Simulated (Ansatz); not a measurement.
**C2H9Al2FN2: density, localisation and related maps**

| atom | x (Å) | y (Å) | z (Å) |
| --- | --- | --- | --- |
| C | 0.5627 | -1.8251 | 0.2406 |
| N | 0.6083 | -0.4380 | -0.2447 |
| Al | 1.8526 | 0.1250 | -1.4644 |
| C | -0.0910 | 0.4991 | 0.5279 |
| N | -1.0192 | 1.4040 | -0.2888 |
| F | 0.8448 | 1.4573 | 1.1245 |
| Al | -1.9302 | 0.4453 | 1.3038 |
| H | -0.4540 | -2.2304 | 0.1768 |
| H | 1.2186 | -2.4479 | -0.3748 |
| H | 0.8997 | -1.8954 | 1.2816 |
| H | 2.8682 | -0.9978 | -1.9901 |
| H | 1.7454 | 1.6250 | -2.0157 |
| H | -0.7879 | 2.3921 | -0.2203 |
| H | -1.1586 | 1.1028 | -1.2485 |
| H | -2.2889 | 1.4873 | 2.4663 |
| H | -2.8935 | -0.7260 | 0.7702 |

These are results of RKS PBE0/6-31G (Ansatz 0.2.0), not measurements.

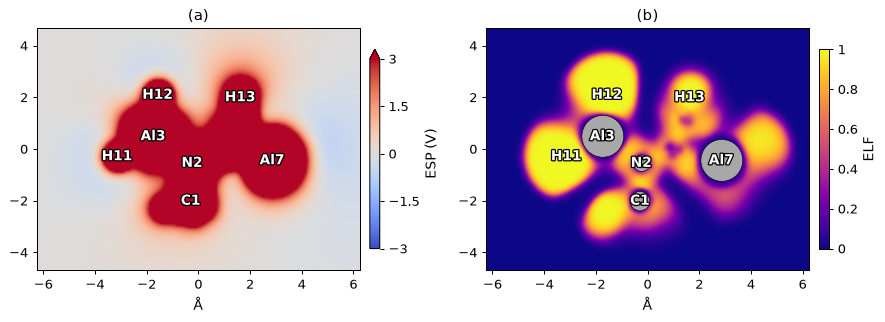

Figure 1. (a) molecular electrostatic potential; (b) electron localisation function on the plane of atoms N2, Al3 and H12. Grey discs cover the atomic cores in the ELF map.

### Interpret the plot.

The plane passes through C, N, Al and H nuclei.
Al–N (1.83 Å): the ELF peaks at about 0.90 in the valence shell of N, 0.7 Å from its nucleus, and is about 0.60 at the midpoint.
C–N (1.47 Å): the ELF peaks at about 0.90 between the atoms, as expected for localised, covalent bonding.
Outside the dense part of the molecule the potential is most negative (−0.5 V) near H15, which lies off the plane.

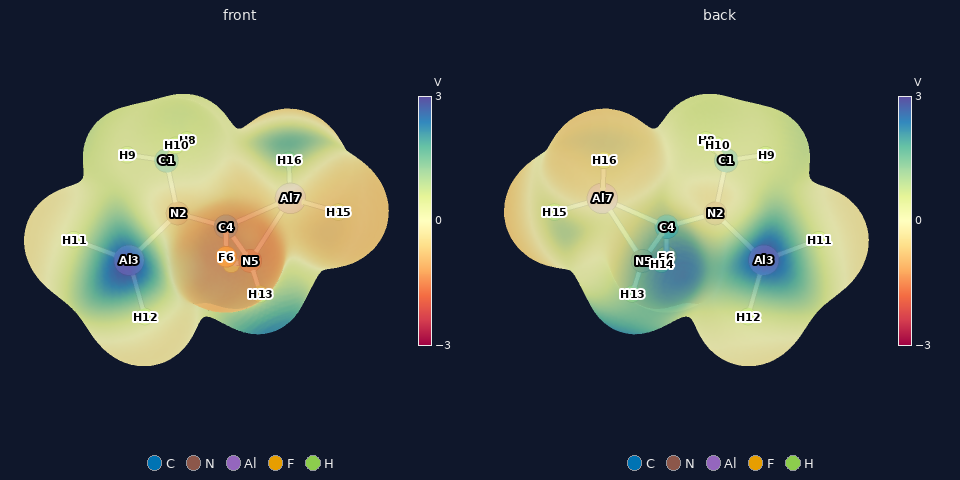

Figure 2. The molecular electrostatic potential painted on the density surface at 0.002 e/bohr³, seen from the front and from behind; red is negative and blue positive.

### Where is the surface potential most negative and most positive?

The most negative region (about −1.4 V) lies over F6, the most positive (about +2.7 V) over Al3.

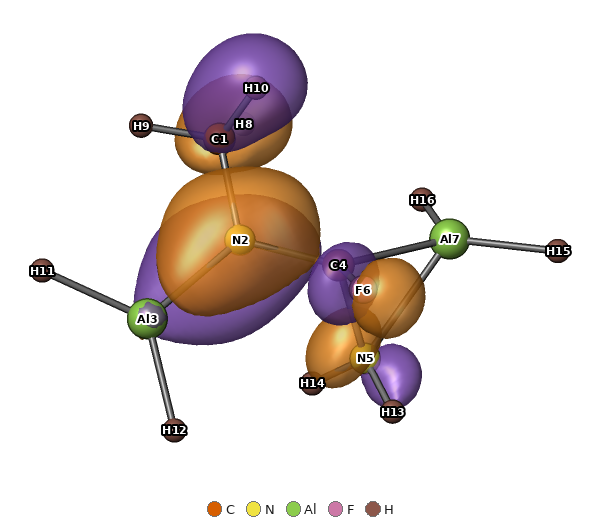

Figure 3. The HOMO−1 at ±0.1 Å⁻³ᐟ² (orange and purple are the two phases), seen at a tilt.

### What is the character of this orbital?

By Hirshfeld shares it lies mainly on N2 (about 50 %), Al3 (about 10 %), C1 (about 10 %) and F6 (about 5 %). Its energy is −7.13 eV.
